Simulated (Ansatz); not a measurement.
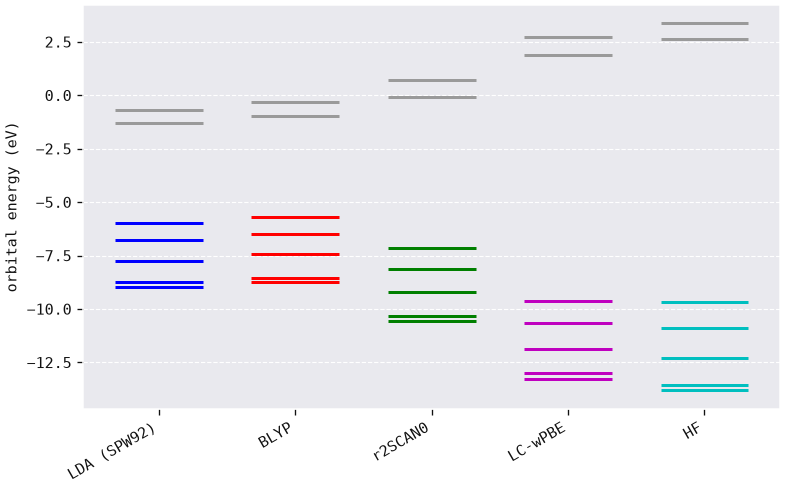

Frontier orbital energies of C₂H₅ClSi, SMILES Cl[C@@H]1C[SiH2]1 at one geometry, def2-TZVPP, the Ansatz code 0.2.0, at a PBE0-D4/def2-TZVP geometry (a minimum by its frequencies). Empty levels are grey, levels within 0.1 eV stand side by side; all columns show the same few orbitals around the gap.

**Compare the HOMO-LUMO separations.**

The separation grows from 4.70 eV (LDA (SPW92)) to 12.31 eV (HF).

```
      level  HOMO (eV)  LUMO (eV)  separation (eV)
LDA (SPW92)      −5.98      −1.28             4.70
       BLYP      −5.70      −0.98             4.72
    r2SCAN0      −7.15      −0.08             7.07
    LC-wPBE      −9.64       1.88            11.53
         HF      −9.66       2.65            12.31
```

Limits of at least one run: empty levels above zero depend strongly on the basis.
